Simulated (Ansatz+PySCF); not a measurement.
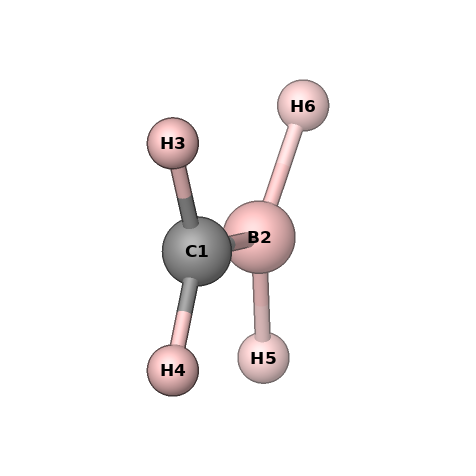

Figure made from data computed with Ansatz+PySCF.

B2 lies behind C1. The molecule seen a little off the C1–B2 bond, C1 in front. Atoms fade into the background with distance from the viewer. State: neutral, doublet. Geometry: a fixed input geometry, not necessarily a minimum.

Question: What is the torsion angle H3–C1–B2–H5? The sign is positive where the front bond must turn clockwise to cover the back bond.

Answer: −171°, antiperiplanar (anti).
